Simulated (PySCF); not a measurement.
SMILES [SH][Ge]([SH])([SH])[SH], singlet at its CAM-B3LYP/def2-SVP optimised geometry (Å):

```
9

S     -1.6359     0.8604     0.0000
Ge    -0.6840    -1.1463     0.0000
S     -1.3188    -2.1504    -1.8765
S      1.5370    -1.1463     0.0000
S     -1.3180    -2.1497     1.8772
H     -1.2644     1.1463    -1.2663
H     -0.4821    -3.1979    -1.7161
H      1.6359    -0.6972     1.2696
H     -2.6227    -1.8399     1.7196
```

Calculation: CAM-B3LYP/def2-TZVP (PySCF). Cells within 0.4 Å of a nucleus heavier than hydrogen are left out (blank, or x).

Map of the Laplacian of the electron density (e/bohr⁵), clipped to [-1.50, 1.50] on the plane z = 0.0 Å:

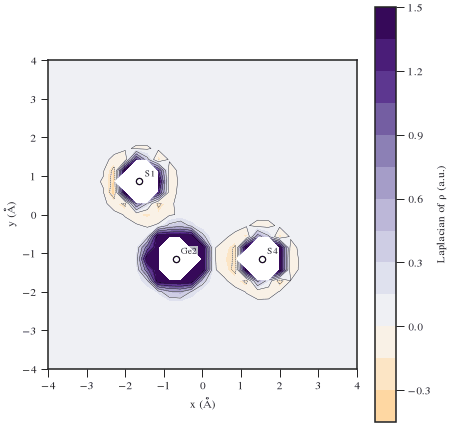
Figure: Laplacian of the electron density (e/bohr⁵), clipped to [-1.50, 1.50] on the plane z = 0.0 Å.
